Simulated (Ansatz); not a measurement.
```xyz
8
charge 1, multiplicity 1
O     1.1391    1.2697   -1.0068
B     0.8281    1.0189    0.2399
O    -0.2727    0.0908    0.5526
Si   -1.3538   -0.8353   -0.6094
H     0.6876    0.8803   -1.7637
H     1.3648    1.4823    1.1871
H    -2.0691   -1.4287    0.5821
H    -0.4101   -0.0161    1.5079
```

Work out the structure from the coordinates.

It has 8 atoms: 1 boron, 4 hydrogen, 2 oxygen and 1 silicon (BH₄O₂Si⁺). The point group is Cs. All atoms lie on one plane. Coordination: 1 O bent; 1 B trigonal planar; 1 O trigonal planar; 1 Si bent.

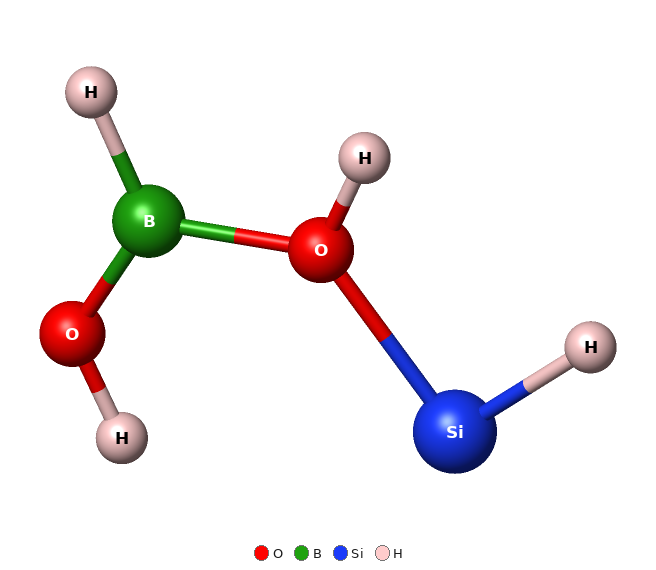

Simulated data, not a measurement (program: Ansatz).
